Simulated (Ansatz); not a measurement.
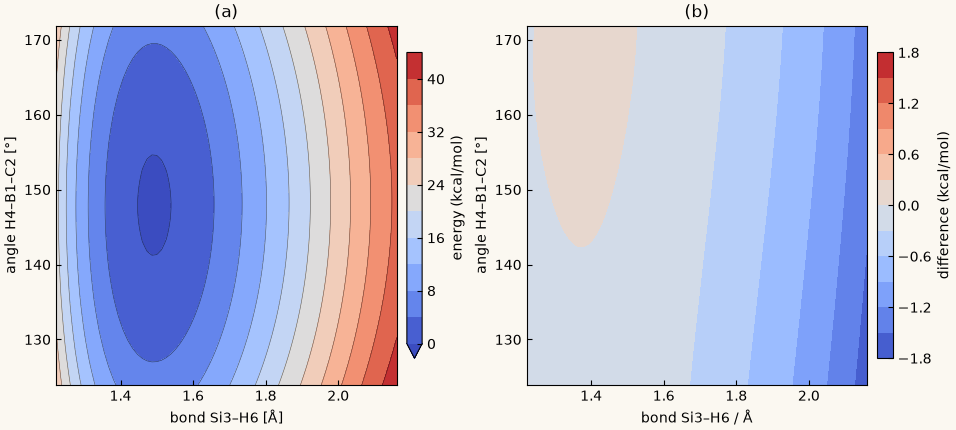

CH₃BSi, SMILES B1C=[SiH]1. Two internal coordinates are moved rigidly from the geometry relaxed at PBE0-D4/def2-TZVP, all others fixed. The first coordinate is: bond Si3–H6; the second: angle H4–B1–C2. The grid has 7 × 7 points. Points are written as (first, second). Energies are in kcal/mol, from each map's own lowest point. Method: RKS PBE0-D4/def2-TZVPP (Ansatz).

Panel (a): Ansatz 0.2.0, RKS PBE0-D4/def2-TZVPP. Panel (b): the map at RKS r2SCAN-D4/def2-TZVPP (Ansatz 0.2.0) less the map of (a), each from its own lowest point.

> How does the change of method alter the landscape?

The difference runs from −1.7 kcal/mol at (2.161 Å, 123.9°) to 0.039 kcal/mol at (1.447 Å, 171.9°). The interpolated minimum moves from 1.4904 to 1.4920 Å in bond Si3–H6 and 147.91 to 147.77° in angle H4–B1–C2.
